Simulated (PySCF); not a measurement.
SMILES C[SiH2] (CH5Si), doublet at its PBE0/def2-SVP optimised geometry (Å):

```
7

C      1.0259    -0.1810     0.0000
Si    -0.8580    -0.1810     0.0000
H      1.4176     0.3607     0.8742
H      1.4176    -1.2089     0.0296
H      1.4156     0.3080    -0.9086
H     -1.4176     1.2089     0.0000
H     -1.4176    -0.9462    -1.1602
```

Computed with PySCF with unrestricted PBE0/def2-TZVP. Cells within 0.4 Å of a nucleus heavier than hydrogen are left out (blank, or x).

Map of the Laplacian of the electron density (e/bohr⁵), clipped to [-1.50, 1.50] on the plane z = 0.0 Å:

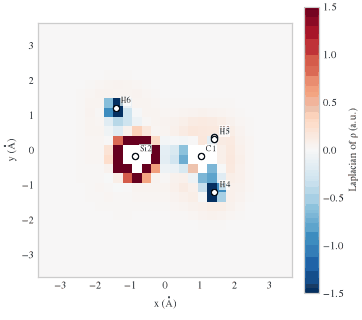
Figure: Laplacian of the electron density (e/bohr⁵), clipped to [-1.50, 1.50] on the plane z = 0.0 Å.
